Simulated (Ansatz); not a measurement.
Molecular dynamics of C2H6OSi

System: C2H6OSi.
Method: RKS PBE, rpa/6-31G* (Ansatz 0.2.0).

The geometry comes from this level: PBE0-D4/def2-TZVP.

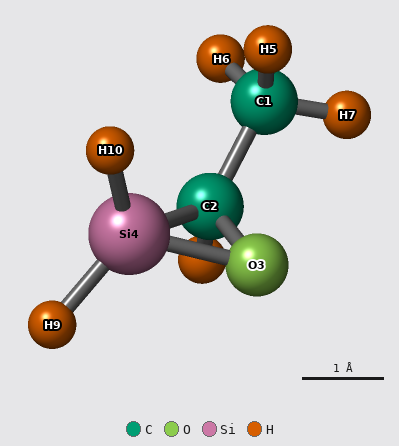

Figure 1. The input geometry (ball-and-stick view, seen at a tilt; atoms are numbered from 1 in the order of the input).

### What the run reported

| quantity | value |
| --- | --- |
| outcome | refused by the program |
| hardware | 2 threads of Intel Xeon, 11 GiB of memory available, shared host |

### What went wrong

The program refused the input: “forces are implemented only for Hartree–Fock and Kohn–Sham states of molecules, for MP2, coupled cluster and FCI on these and for active spaces without a correction or with SC-NEVPT2: ask for no forces”

### The input
```yaml
crystal:
  periodic: [false, false, false]
  atoms:
    - {symbol: C, position_ang: [-0.766587, 0.610151, -0.976819]}
    - {symbol: C, position_ang: [-0.336702, -0.463262, -0.024228]}
    - {symbol: O, position_ang: [1.001263, -1.022056, -0.310168]}
    - {symbol: Si, position_ang: [0.997182, -0.308246, 1.191373]}
    - {symbol: H, position_ang: [-0.024168, 1.407749, -1.048225]}
    - {symbol: H, position_ang: [-1.711242, 1.049705, -0.646816]}
    - {symbol: H, position_ang: [-0.914669, 0.196199, -1.979242]}
    - {symbol: H, position_ang: [-1.067761, -1.262400, 0.105970]}
    - {symbol: H, position_ang: [1.137874, -1.206638, 2.359264]}
    - {symbol: H, position_ang: [1.768010, 0.947597, 1.331792]}
basis:
  gaussian: {orbitals: "6-31G*"}
hamiltonian: {xc: {name: PBE}}
correlation: {method: rpa}
md: {timestep: 2 fs, n_steps: 20, ensemble: nve, temperature: 500, initial_velocities: maxwell_boltzmann, seed: 997}
```

Launch command:
```bash
ansatz run in.yaml --threads 2 --pin off --events-out ev --progress --plain --max-ram 4352MiB
```

### Log
```
Error: forces are implemented only for Hartree–Fock and Kohn–Sham states of molecules, for MP2, coupled cluster and FCI on these and for active spaces without a correction or with SC-NEVPT2: ask for no forces
```
